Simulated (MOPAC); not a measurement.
# Geometry relaxation, with input and output: CH8O3Si2 (part 1 of 2)

System: CH8O3Si2, SMILES C[SiH](O)[SiH](O)O.
Method: PM7, closed shell, dispersion built in, COSMO solvent water (MOPAC 23.2.5).

The geometry: force field.

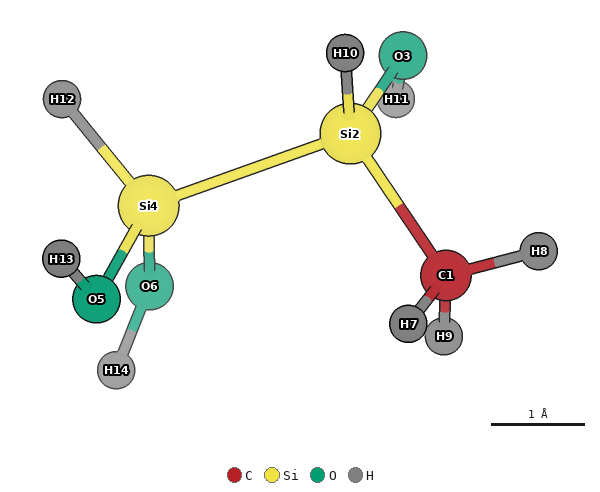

Figure 1. The input geometry (ball-and-stick view, seen at a tilt; atoms are numbered from 1 in the order of the input). Bond lengths as drawn: C–H 1.06 to 1.11 Å, C–Si 1.90 Å, H–O 0.94 to 1.02 Å, H–Si 1.49 to 1.50 Å, O–Si 1.63 to 1.67 Å and Si–Si 2.37 Å.

Input file (calc.mop)
```
PM7 NOMM CYCLES=200 GNORM=1 EF EPS=78.4 THREADS=1 AUX(PRECISION=6)
optimise of CH8O3Si2

C  -1.23760 1 -1.13390 1  1.03280 1
Si -0.69960 1  0.65700 1  0.70020 1
O  -0.02500 1  1.38900 1  2.01770 1
Si  0.87430 1  0.55130 1 -1.06430 1
O   0.31260 1 -0.33600 1 -2.36420 1
O   2.22030 1 -0.20230 1 -0.53800 1
H  -1.70310 1 -1.57750 1  0.12680 1
H  -1.96360 1 -1.17930 1  1.81050 1
H  -0.36960 1 -1.70710 1  1.30880 1
H  -1.87560 1  1.43590 1  0.22170 1
H   0.87340 1  1.01530 1  2.31210 1
H   1.20750 1  1.93190 1 -1.53690 1
H  -0.22880 1  0.14620 1 -2.96960 1
H   2.54100 1 -0.97650 1 -1.05010 1
```

File mol.xyz
```
14
optimise of CH8O3Si2
C     -1.237600    -1.133900     1.032800
Si    -0.699600     0.657000     0.700200
O     -0.025000     1.389000     2.017700
Si     0.874300     0.551300    -1.064300
O      0.312600    -0.336000    -2.364200
O      2.220300    -0.202300    -0.538000
H     -1.703100    -1.577500     0.126800
H     -1.963600    -1.179300     1.810500
H     -0.369600    -1.707100     1.308800
H     -1.875600     1.435900     0.221700
H      0.873400     1.015300     2.312100
H      1.207500     1.931900    -1.536900
H     -0.228800     0.146200    -2.969600
H      2.541000    -0.976500    -1.050100
```

Run on 1 thread of Arm Neoverse N1, 98 GiB of memory available, shared host.

Launch command:
```bash
obabel mol.xyz -omop -xk "PM7 NOMM CYCLES=200 GNORM=1 EF EPS=78.4 THREADS=1 AUX(PRECISION=6)" -O calc.mop
mopac calc.mop
```

What the program printed
```
MOPAC v23.2.5
PM7 CALCULATION RESULTS

 *  PM7        - The PM7 Hamiltonian to be used
 *  NOMM       - DO NOT MAKE MM CORRECTION TO CONH BARRIER
 *  EPS=78.4   - USE COSMO IMPLICIT SOLVATION MODEL
 *  EF         - USE EF ROUTINE FOR MINIMUM SEARCH
 *  THREADS=1  - MULTI-THREADING NOT USED
 *  CYCLES=    - DO A MAXIMUM OF 200 STEPS
 *  GNORM      - EXIT WHEN GRADIENT NORM DROPS BELOW 1.000
 *  AUX        - OUTPUT AUXILIARY INFORMATION
PM7 NOMM CYCLES=200 GNORM=1 EF EPS=78.4 THREADS=1 AUX(PRECISION=6)
 optimise of CH8O3Si2

   ATOM   CHEMICAL          X               Y               Z
  NUMBER   SYMBOL      (ANGSTROMS)     (ANGSTROMS)     (ANGSTROMS)

     1       C         -1.23760000  *  -1.13390000  *   1.03280000  *
     2      Si         -0.69960000  *   0.65700000  *   0.70020000  *
     3       O         -0.02500000  *   1.38900000  *   2.01770000  *
     4      Si          0.87430000  *   0.55130000  *  -1.06430000  *
     5       O          0.31260000  *  -0.33600000  *  -2.36420000  *
     6       O          2.22030000  *  -0.20230000  *  -0.53800000  *
     7       H         -1.70310000  *  -1.57750000  *   0.12680000  *
     8       H         -1.96360000  *  -1.17930000  *   1.81050000  *
     9       H         -0.36960000  *  -1.70710000  *   1.30880000  *
    10       H         -1.87560000  *   1.43590000  *   0.22170000  *
    11       H          0.87340000  *   1.01530000  *   2.31210000  *
    12       H          1.20750000  *   1.93190000  *  -1.53690000  *
    13       H         -0.22880000  *   0.14620000  *  -2.96960000  *
    14       H          2.54100000  *  -0.97650000  *  -1.05010000  *

          CARTESIAN COORDINATES

    NO.       ATOM           X           Y           Z

     1         C         -1.2376     -1.1339      1.0328
     2        Si         -0.6996      0.6570      0.7002
     3         O         -0.0250      1.3890      2.0177
     4        Si          0.8743      0.5513     -1.0643
     5         O          0.3126     -0.3360     -2.3642
     6         O          2.2203     -0.2023     -0.5380
     7         H         -1.7031     -1.5775      0.1268
     8         H         -1.9636     -1.1793      1.8105
     9         H         -0.3696     -1.7071      1.3088
    10         H         -1.8756      1.4359      0.2217
    11         H          0.8734      1.0153      2.3121
    12         H          1.2075      1.9319     -1.5369
    13         H         -0.2288      0.1462     -2.9696
    14         H          2.5410     -0.9765     -1.0501

           Empirical Formula: C H8 O3 Si2  =    14 atoms

      MOLECULAR POINT GROUP   :   C1

      RHF CALCULATION, NO. OF DOUBLY OCCUPIED LEVELS = 19

          Geometry optimization using EF

          DIAGONAL MATRIX USED AS START HESSIAN
```

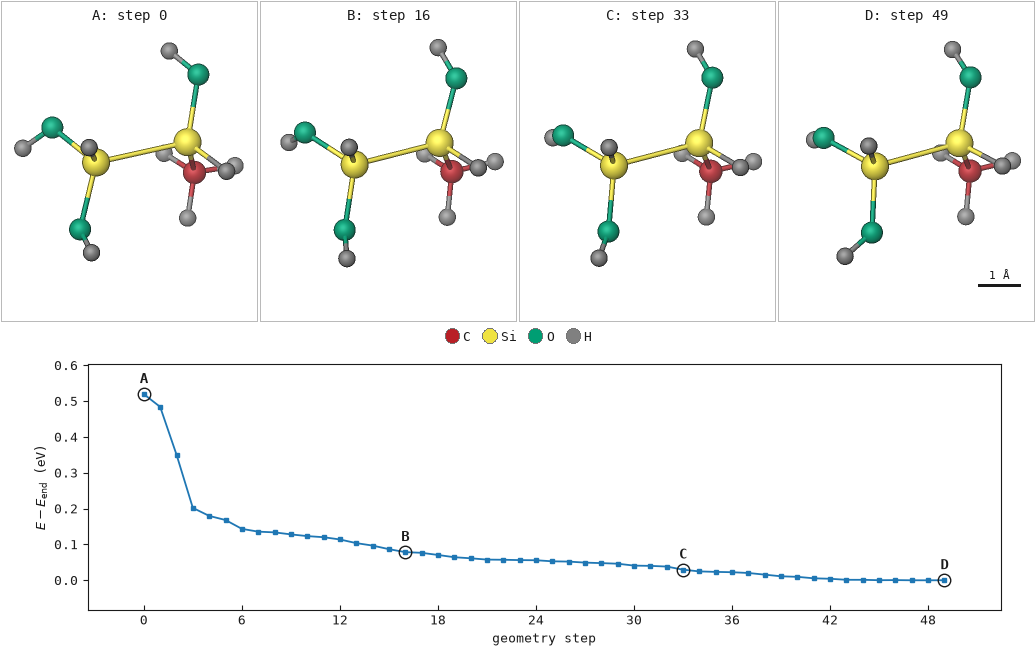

Figure 2. Frames of the relaxation (ball-and-stick view, seen at a tilt) above the curves, on which the letters mark them (steps are counted from 0).

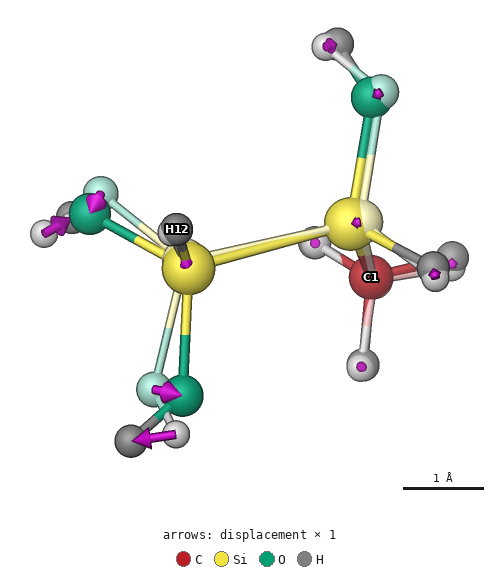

Figure 3. Start (faint) and end (solid) with the displacements as pink arrows, at true length (ball-and-stick view, seen at a tilt). The two geometries are laid on each other by the best rigid fit. After 49 geometry steps the energy has fallen by 0.519 eV. Largest force component: 1.8 eV/Å at the start, 0.019 eV/Å at the end. The atom that moves furthest after the best rigid fit is H13 (0.57 Å). Largest moves by element: H 0.57 Å, O 0.43 Å, Si 0.14 Å, C 0.05 Å. Among the contacts that change: Si2–Si4 2.367 → 2.263 Å, Si4–O5 1.671 → 1.602 Å, C1–H8 1.065 → 1.109 Å, O3–H11 1.017 → 0.975 Å. Among the angles that change: Si4–O5–H13 114.8° → 126.7°, Si4–O6–H14 117.8° → 127.6°, O6–Si4–H12 110.2° → 102.6°. (Atoms are counted from 1 in the order of the input.)

```
 CYCLE:     1 TIME:   0.023 TIME LEFT:  2.00D  GRAD.:    89.653 HEAT: -242.0880
 CYCLE:     2 TIME:   0.012 TIME LEFT:  2.00D  GRAD.:   119.959 HEAT: -242.9075
 CYCLE:     3 TIME:   0.012 TIME LEFT:  2.00D  GRAD.:    83.031 HEAT: -245.9797
 CYCLE:     4 TIME:   0.023 TIME LEFT:  2.00D  GRAD.:    33.724 HEAT: -249.4093
 CYCLE:     5 TIME:   0.023 TIME LEFT:  2.00D  GRAD.:    18.495 HEAT: -249.9254
 CYCLE:     6 TIME:   0.016 TIME LEFT:  2.00D  GRAD.:    25.314 HEAT: -250.1904
 CYCLE:     7 TIME:   0.012 TIME LEFT:  2.00D  GRAD.:    16.845 HEAT: -250.7594
 CYCLE:     8 TIME:   0.012 TIME LEFT:  2.00D  GRAD.:    25.582 HEAT: -250.9396
 CYCLE:     9 TIME:   0.012 TIME LEFT:  2.00D  GRAD.:    20.243 HEAT: -250.9857
 CYCLE:    10 TIME:   0.012 TIME LEFT:  2.00D  GRAD.:    14.393 HEAT: -251.1156
 CYCLE:    11 TIME:   0.012 TIME LEFT:  2.00D  GRAD.:     6.723 HEAT: -251.2258
 CYCLE:    12 TIME:   0.012 TIME LEFT:  2.00D  GRAD.:     6.538 HEAT: -251.2968
 CYCLE:    13 TIME:   0.012 TIME LEFT:  2.00D  GRAD.:    10.409 HEAT: -251.4422
 CYCLE:    14 TIME:   0.012 TIME LEFT:  2.00D  GRAD.:    15.219 HEAT: -251.6775
 CYCLE:    15 TIME:   0.016 TIME LEFT:  2.00D  GRAD.:    12.184 HEAT: -251.8358
 CYCLE:    16 TIME:   0.012 TIME LEFT:  2.00D  GRAD.:     8.943 HEAT: -252.0665
 CYCLE:    17 TIME:   0.012 TIME LEFT:  2.00D  GRAD.:    11.265 HEAT: -252.2578
 CYCLE:    18 TIME:   0.012 TIME LEFT:  2.00D  GRAD.:    17.085 HEAT: -252.3015
 CYCLE:    19 TIME:   0.027 TIME LEFT:  2.00D  GRAD.:    12.359 HEAT: -252.4400
 CYCLE:    20 TIME:   0.012 TIME LEFT:  2.00D  GRAD.:     6.101 HEAT: -252.5848
 CYCLE:    21 TIME:   0.012 TIME LEFT:  2.00D  GRAD.:     5.137 HEAT: -252.6536
 CYCLE:    22 TIME:   0.012 TIME LEFT:  2.00D  GRAD.:     3.951 HEAT: -252.7382
 CYCLE:    23 TIME:   0.047 TIME LEFT:  2.00D  GRAD.:     3.560 HEAT: -252.7490
 CYCLE:    24 TIME:   0.008 TIME LEFT:  2.00D  GRAD.:     3.124 HEAT: -252.7709
 CYCLE:    25 TIME:   0.012 TIME LEFT:  2.00D  GRAD.:     2.774 HEAT: -252.7802
 CYCLE:    26 TIME:   0.016 TIME LEFT:  2.00D  GRAD.:     2.675 HEAT: -252.8485
 CYCLE:    27 TIME:   0.012 TIME LEFT:  2.00D  GRAD.:     2.514 HEAT: -252.8663
 CYCLE:    28 TIME:   0.012 TIME LEFT:  2.00D  GRAD.:     2.320 HEAT: -252.9325
 CYCLE:    29 TIME:   0.012 TIME LEFT:  2.00D  GRAD.:     2.342 HEAT: -252.9647
 CYCLE:    30 TIME:   0.012 TIME LEFT:  2.00D  GRAD.:     2.437 HEAT: -253.0029
 CYCLE:    31 TIME:   0.012 TIME LEFT:  2.00D  GRAD.:     2.624 HEAT: -253.1256
 CYCLE:    32 TIME:   0.012 TIME LEFT:  2.00D  GRAD.:     2.373 HEAT: -253.1421
 CYCLE:    33 TIME:   0.016 TIME LEFT:  2.00D  GRAD.:     2.392 HEAT: -253.1857
 CYCLE:    34 TIME:   0.012 TIME LEFT:  2.00D  GRAD.:     2.575 HEAT: -253.3872
 CYCLE:    35 TIME:   0.012 TIME LEFT:  2.00D  GRAD.:     2.840 HEAT: -253.4988
 CYCLE:    36 TIME:   0.012 TIME LEFT:  2.00D  GRAD.:     2.717 HEAT: -253.5295
 CYCLE:    37 TIME:   0.012 TIME LEFT:  2.00D  GRAD.:     3.083 HEAT: -253.5505
 CYCLE:    38 TIME:   0.016 TIME LEFT:  2.00D  GRAD.:     2.516 HEAT: -253.6006
 CYCLE:    39 TIME:   0.012 TIME LEFT:  2.00D  GRAD.:     3.326 HEAT: -253.7069
 CYCLE:    40 TIME:   0.012 TIME LEFT:  2.00D  GRAD.:     5.658 HEAT: -253.8133
 CYCLE:    41 TIME:   0.016 TIME LEFT:  2.00D  GRAD.:    16.089 HEAT: -253.8480
 CYCLE:    42 TIME:   0.012 TIME LEFT:  2.00D  GRAD.:     3.615 HEAT: -253.9422
 CYCLE:    43 TIME:   0.012 TIME LEFT:  2.00D  GRAD.:     2.158 HEAT: -253.9722
 CYCLE:    44 TIME:   0.012 TIME LEFT:  2.00D  GRAD.:     8.029 HEAT: -254.0392
 CYCLE:    45 TIME:   0.012 TIME LEFT:  2.00D  GRAD.:     2.202 HEAT: -254.0396
 CYCLE:    46 TIME:   0.016 TIME LEFT:  2.00D  GRAD.:     1.729 HEAT: -254.0647
 CYCLE:    47 TIME:   0.012 TIME LEFT:  2.00D  GRAD.:     1.513 HEAT: -254.0578
 CYCLE:    48 TIME:   0.012 TIME LEFT:  2.00D  GRAD.:     1.919 HEAT: -254.0699
 CYCLE:    49 TIME:   0.012 TIME LEFT:  2.00D  GRAD.:     1.366 HEAT: -254.0710
 CYCLE:    50 TIME:   0.023 TIME LEFT:  2.00D  GRAD.:     0.767 HEAT: -254.0676

     GRADIENT =  0.76723 IS LESS THAN CUTOFF =  1.00000

 -------------------------------------------------------------------------------
 PM7 NOMM CYCLES=200 GNORM=1 EF EPS=78.4 THREADS=1 AUX(PRECISION=6)
 optimise of CH8O3Si2

     GEOMETRY OPTIMISED USING EIGENVECTOR FOLLOWING (EF).
     SCF FIELD WAS ACHIEVED

                              PM7 CALCULATION

          FINAL HEAT OF FORMATION =       -254.06755 KCAL/MOL =   -1063.01864 KJ/MOL
          VAN DER WAALS AREA      =        150.96 SQUARE ANGSTROMS

          DIELECTRIC ENERGY       =         -0.62018 EV
          COSMO AREA              =        150.96 SQUARE ANGSTROMS
          COSMO VOLUME            =        148.90 CUBIC ANGSTROMS

          GRADIENT NORM           =          0.76723          =       0.20505 PER ATOM
          IONIZATION POTENTIAL    =         10.236943 EV
          HOMO LUMO ENERGIES (EV) =        -10.237  0.392
          NO. OF FILLED LEVELS    =         19
          MOLECULAR WEIGHT        =        124.2434         POINT GROUP:  C1

          MOLECULAR DIMENSIONS (Angstroms)

            Atom       Atom       Distance
            H    13    H    11     5.88292
            H    12    H     8     4.91686
            H    10    H    14     4.65118

          SCF CALCULATIONS        =         59

          WALL-CLOCK TIME         =      0.727 SECONDS
          COMPUTATION TIME        =      0.724 SECONDS

   ATOM   CHEMICAL          X               Y               Z
  NUMBER   SYMBOL      (ANGSTROMS)     (ANGSTROMS)     (ANGSTROMS)

     1       C         -1.21858615  *  -1.11641102  *   1.06819872  *
     2      Si         -0.62085208  *   0.59576036  *   0.64016428  *
     3       O         -0.03555599  *   1.32658786  *   1.95075662  *
     4      Si          0.85593937  *   0.55919291  *  -1.07373388  *
     5       O          0.09868104  *  -0.15757804  *  -2.29009311  *
     6       O          2.25497359  *  -0.14681763  *  -0.74419713  *
     7       H         -1.69690857  *  -1.65292950  *   0.22580073  *
     8       H         -1.97432911  *  -1.06829631  *   1.87836687  *
     9       H         -0.40196083  *  -1.77013342  *   1.43559896  *
    10       H         -1.77676956  *   1.41552059  *   0.26114164  *
    11       H          0.66920484  *   0.99160954  *   2.53596102  *
    12       H          1.26150379  *   1.92514837  *  -1.42915357  *
    13       H          0.37031769  *  -0.15953608  *  -3.22548545  *
    14       H          2.40194408  *  -1.05451401  *  -0.42142229  *

                             CARTESIAN COORDINATES

   1    C       -1.218586155    -1.116411018     1.068198723
   2   Si       -0.620852077     0.595760355     0.640164279
   3    O       -0.035555986     1.326587857     1.950756616
   4   Si        0.855939373     0.559192914    -1.073733877
   5    O        0.098681043    -0.157578036    -2.290093115
   6    O        2.254973589    -0.146817629    -0.744197133
   7    H       -1.696908566    -1.652929496     0.225800734
   8    H       -1.974329108    -1.068296314     1.878366872
   9    H       -0.401960830    -1.770133418     1.435598957
  10    H       -1.776769555     1.415520589     0.261141645
  11    H        0.669204838     0.991609544     2.535961024
  12    H        1.261503786     1.925148366    -1.429153573
  13    H        0.370317694    -0.159536080    -3.225485449
  14    H        2.401944079    -1.054514012    -0.421422290

           Empirical Formula: C H8 O3 Si2  =    14 atoms

      MOLECULAR POINT GROUP   :   C1

                  EIGENVALUES
 -29.78863 -29.50411 -29.24988 -25.20710 -18.91814 -18.13302 -17.92150 -15.95346
 -14.68871 -14.56905 -14.37866 -14.36075 -13.43352 -13.24094 -12.97452 -12.37711
 -12.22269 -11.51058 -10.23694   0.39207   0.74873   1.29133   1.67034   2.28319
   4.44133   5.35828   5.76849   5.78537   5.94942   6.81994   6.96404   8.35896
  21.36498  22.01146  22.70066  23.19015  23.75733  24.37289  25.02140  25.66897
  26.00561  26.63098

              NET ATOMIC CHARGES AND DIPOLE CONTRIBUTIONS

  ATOM NO.   TYPE          CHARGE      No. of ELECS.   s-Pop       p-Pop       d-Pop
    1          C          -0.572618        4.5726     1.04665     3.52597
    2         Si           0.309926        3.6901     0.84473     2.60619     0.23915
    3          O          -0.740871        6.7409     1.71087     5.03000
    4         Si           0.443484        3.5565     0.84534     2.41431     0.29687
    5          O          -0.716870        6.7169     1.70453     5.01234
    6          O          -0.714119        6.7141     1.70551     5.00861
    7          H           0.176981        0.8230     0.82302
    8          H           0.175570        0.8244     0.82443
    9          H           0.176363        0.8236     0.82364
   10          H           0.102858        0.8971     0.89714
   11          H           0.416058        0.5839     0.58394
   12          H           0.117285        0.8827     0.88272
   13          H           0.413809        0.5862     0.58619
   14          H           0.412142        0.5879     0.58786
 DIPOLE           X         Y         Z       TOTAL
 POINT-CHG.    -0.484    -0.971    -0.637     1.258
 HYBRID         1.118    -1.694     0.364     2.062
 SUM            0.634    -2.665    -0.273     2.753

          ATOMIC ORBITAL ELECTRON POPULATIONS

     Atom    s        px        py        pz      x^2-y^2     xz        z^2       yz        xy
    1  C   1.04665   1.18339   1.16224   1.18034
    2 Si   0.84473   0.99372   0.90399   0.70848   0.03474   0.04912   0.05353   0.05400   0.04775
    3  O   1.71087   1.67330   1.75636   1.60034
    4 Si   0.84534   0.71624   0.88829   0.80978   0.06883   0.07873   0.05224   0.04157   0.05550
    5  O   1.70453   1.76987   1.83057   1.41191
    6  O   1.70551   1.66130   1.50289   1.84442
    7  H   0.82302
    8  H   0.82443
    9  H   0.82364
   10  H   0.89714
   11  H   0.58394
   12  H   0.88272
   13  H   0.58619
   14  H   0.58786

 *                    *
 * JOB ENDED NORMALLY *
 *                    *

 TOTAL JOB TIME:             0.73 SECONDS

 == MOPAC DONE ==
```

Trajectory as extended XYZ (Å, eV, eV/Å), 16 of the 50 frames kept, from step=0 to step=49
```
14
Properties=species:S:1:pos:R:3:forces:R:3 step=0 energy=-10.49793
C    -1.2376   -1.1339    1.0328    0.2366   1.3016  -0.9958
Si   -0.6996    0.6570    0.7002    0.6831   0.0654  -0.5567
O    -0.0250    1.3890    2.0177   -0.1375  -0.7186  -0.7294
Si    0.8743    0.5513   -1.0643   -0.2192  -0.3014   0.1551
O     0.3126   -0.3360   -2.3642    0.7880   0.8671   1.8097
O     2.2203   -0.2023   -0.5380   -0.7633   0.3157  -0.4790
H    -1.7031   -1.5775    0.1268    0.0463  -0.1250   0.0897
H    -1.9636   -1.1793    1.8105   -0.6516  -0.1210   0.7727
H    -0.3696   -1.7071    1.3088    0.4710  -0.6461   0.2438
H    -1.8756    1.4359    0.2217    0.4078  -0.1733   0.3565
H     0.8734    1.0153    2.3121   -0.3514   0.2689   0.1416
H     1.2075    1.9319   -1.5369   -0.1159  -0.5197   0.2357
H    -0.2288    0.1462   -2.9696   -0.7354  -0.0265  -1.2021
H     2.5410   -0.9765   -1.0501    0.3415  -0.1871   0.1581
```
